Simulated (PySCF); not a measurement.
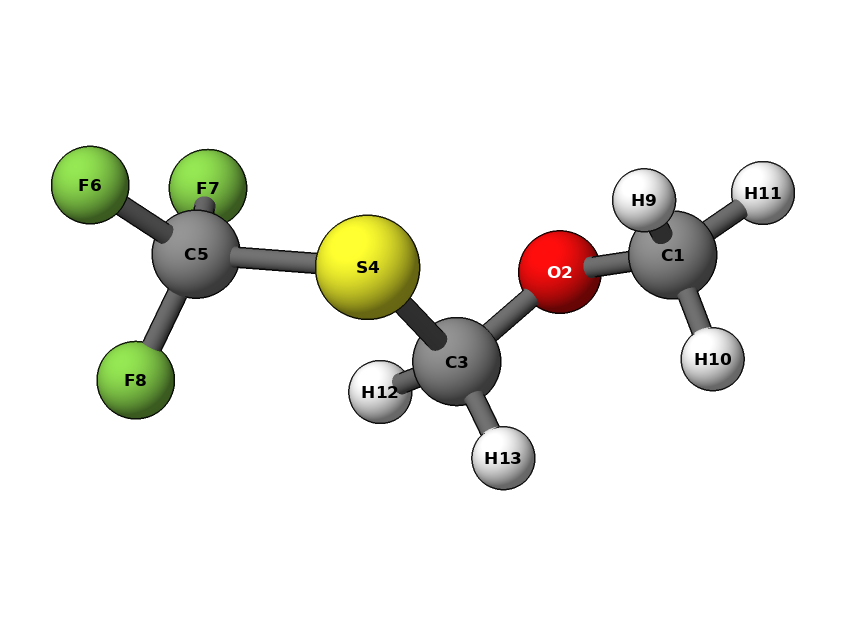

Geometry: a frame of a GFN2-xTB molecular-dynamics simulation, not a minimum. Method: GIAO PBE0/pcSseg-1 NMR shielding, non-relativistic, gas phase (PySCF 2.14.0). Principal shieldings σ11 ≤ σ22 ≤ σ33, span Ω = σ33 − σ11, skew κ = 3(σiso − σ22)/Ω.

> Which C atom has the most anisotropic shielding?

C1, with a span of 98 ppm.

Give the shielding tensors of the C atoms.

```tsv
atom	σ11	σ22	σ33	σiso	Ω	κ
C1	86.4	108.0	183.9	126.1	97.5	0.56
C3	63.1	92.8	145.2	100.4	82.1	0.28
C5	26.2	30.7	54.9	37.3	28.7	0.69
```

Shieldings and span in ppm.
